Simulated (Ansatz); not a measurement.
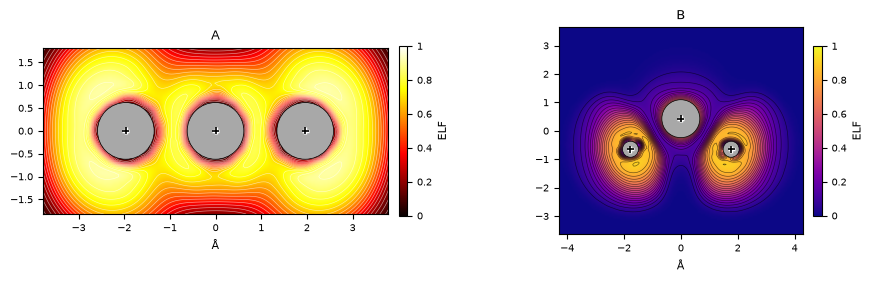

The electron localisation function of 2 systems, each on a plane through atoms (crosses mark nuclei in the plane; grey discs cover the cores).

Computed with Ansatz, RKS PBE0-D4/def2-TZVPD.

System 1: P3 (charge −1), a plane that holds the molecular axis. Geometry: PBE-D4/def2-TZVPD.

```tsv
atom	x (Å)	y (Å)	z (Å)
P	0.1702	0.4815	1.8967
P	0.0001	0.0000	0.0000
P	-0.1703	-0.4815	-1.8967
```

System 2: H4InO4 (charge −1), the plane of atoms O4, In1 and O6. Geometry: PBE0-D4/def2-SVPD; core potentials replace the inner electrons of In.

```yaml
atoms:
  - { symbol: In, position_ang: [0.0005, 0.0008, -0.0006] }
  - { symbol: O, position_ang: [-0.0187, 0.1568, 2.0648] }
  - { symbol: H, position_ang: [-0.6511, 0.8408, 2.3021] }
  - { symbol: O, position_ang: [1.9995, -0.1080, -0.5322] }
  - { symbol: H, position_ang: [2.5217, 0.0937, 0.2492] }
  - { symbol: O, position_ang: [-1.0858, 1.6223, -0.6945] }
  - { symbol: H, position_ang: [-1.6772, 1.3057, -1.3828] }
  - { symbol: O, position_ang: [-0.8936, -1.6686, -0.8401] }
  - { symbol: H, position_ang: [-0.1954, -2.2434, -1.1659] }
```

Match each panel to its system.

Answer. Panel A is system 1, P3: the plane holds P. P–P (1.96 Å): the ELF peaks at about 0.80 between the atoms: localised, covalent bonding. Panel B is system 2, H4InO4: the plane holds In and O. In–O (2.07 Å): the ELF peaks at about 0.85 in the valence shell of O, 0.6 Å from its nucleus, and drops to about 0.15 between the two atoms.
